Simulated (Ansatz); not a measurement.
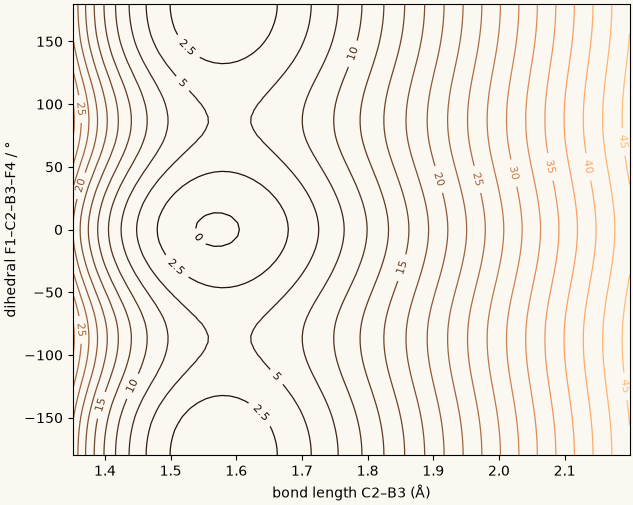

Energy landscape of CH₂BBrF₂, SMILES FCB(F)Br. 
- The first coordinate is: bond length C2–B3; the second: dihedral F1–C2–B3–F4.
- Nothing is relaxed (all other coordinates rigid).
- The scan uses an 11 × 10 grid; 81 points were computed and 29 follow by symmetry.
- All energies are given in kcal/mol relative to the lowest grid point.
- Theory: Ansatz 0.2.0, RKS r2SCAN-D4/def2-SVP.

The picture shows contour lines labelled in kcal/mol. Between grid points the surface is interpolated. 

Question: What does the map say about the system?

Answer: The lowest grid point is at bond length C2–B3 = 1.605 Å, dihedral F1–C2–B3–F4 = 0°. A higher local minimum lies near bond length C2–B3 = 1.605 Å, dihedral F1–C2–B3–F4 = −180° (0.9 kcal/mol above the lowest at that grid point). The highest grid point, bond length C2–B3 = 2.199 Å, dihedral F1–C2–B3–F4 = −72°, lies 45.8 kcal/mol above the lowest. On the interpolated surface the easiest way out of the lowest well to the well at about bond length C2–B3 = 1.58 Å, dihedral F1–C2–B3–F4 = −180° passes a barrier of about 5 kcal/mol, counted from the interpolated bottom of the well. Round the minimum the two coordinates are nearly uncoupled.

The values on the grid:

```
dihedral F1–C2–B3–F4 ↓, bond length C2–B3 →  1.351  1.436  1.520  1.605  1.690  1.775  1.860  1.944  2.029  2.114  2.199
                                        144   23.2    8.9    2.7    1.9    4.6    9.6   16.0   22.9   30.4   37.8   45.2
                                        108   27.1   12.2    5.5    4.2    6.6   11.2   17.3   24.1   31.3   38.6   45.8
                                         72   27.5   12.5    5.8    4.5    6.8   11.4   17.4   24.2   31.4   38.6   45.8
                                         36   22.9    8.7    2.6    1.8    4.5    9.5   15.8   22.8   30.2   37.7   45.0
                                          0   20.0    6.2    0.5    0.0    3.0    8.2   14.8   21.9   29.4   37.0   44.4
                                        −36   22.9    8.7    2.6    1.8    4.5    9.5   15.8   22.8   30.2   37.7   45.0
                                        −72   27.5   12.5    5.8    4.5    6.8   11.4   17.4   24.2   31.4   38.6   45.8
                                       −108   27.1   12.2    5.5    4.2    6.6   11.2   17.3   24.1   31.3   38.6   45.8
                                       −144   23.2    8.9    2.7    1.9    4.6    9.6   16.0   22.9   30.4   37.8   45.2
                                       −180   21.8    7.6    1.5    0.9    3.7    8.8   15.3   22.4   29.9   37.4   44.8
```

The whole map (81 points run) took 7.3 min on 1 thread of Arm Neoverse V2, with other jobs on the host.
